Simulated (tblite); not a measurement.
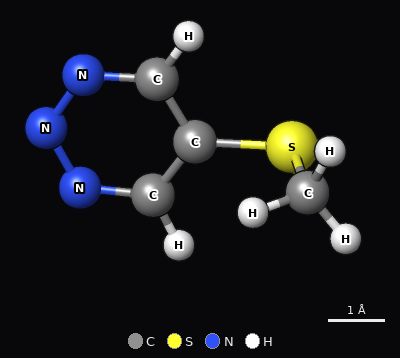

Starting structure of C4H5N3S. A ball-and-stick model, seen at a tilt.

The calculation used GFN2-xTB geometry optimisation, gas phase in tblite 0.8.0.

```xyz
13

C     2.3950    0.0265    0.1807
S     1.1833    0.1510   -1.1998
C    -0.4270    0.0152   -0.4777
C    -1.0959    1.1691   -0.0847
N    -2.3199    1.0696    0.4660
N    -2.9165   -0.0939    0.6049
N    -2.3250   -1.2068    0.2339
C    -1.1009   -1.1677   -0.2957
H     1.8451   -0.2302    1.1250
H     3.1134   -0.7562   -0.0924
H     2.8772    1.0149    0.3187
H    -0.5878    2.1183   -0.2072
H    -0.6454   -2.1094   -0.5895
```

Q: Predict the outcome.

A: The energy falls by 11.7 kcal/mol in 114 geometry steps. S2 moves most after the best rigid fit: 1.40 Å. Largest moves by element: S 1.40 Å, H 1.19 Å, N 0.71 Å, C 0.70 Å. Near-neighbour distances that change, for instance: C1–H9 1.122 → 1.086 Å, C3–C8 1.374 → 1.403 Å, S2–C3 1.770 → 1.742 Å, N5–N6 1.315 → 1.288 Å. Among the angles between lasting bonds that change: S2–C3–C4 119.3° → 126.5°, N5–C4–H12 122.5° → 115.5°, C3–C4–H12 118.0° → 123.5°. Groups turn about S2–C3 by about 90°, C1–S2 by about 50°.

Final geometry:

```xyz
13

C     2.3238    0.3627    0.1004
S     1.2965   -1.0275   -0.4595
C    -0.3269   -0.4583   -0.1864
C    -0.6948    0.7844    0.3365
N    -1.9652    1.1070    0.4954
N    -2.9090    0.2896    0.1787
N    -2.6584   -0.8830   -0.3077
C    -1.4193   -1.2814   -0.5011
H     2.1540    0.5480    1.1568
H     3.3502    0.0466   -0.0581
H     2.1124    1.2447   -0.4969
H     0.0173    1.5386    0.6373
H    -1.2850   -2.2711   -0.9133
```

After the run, drawn alike:

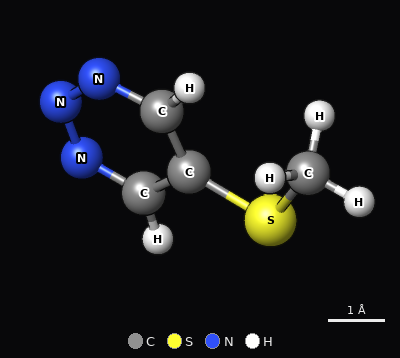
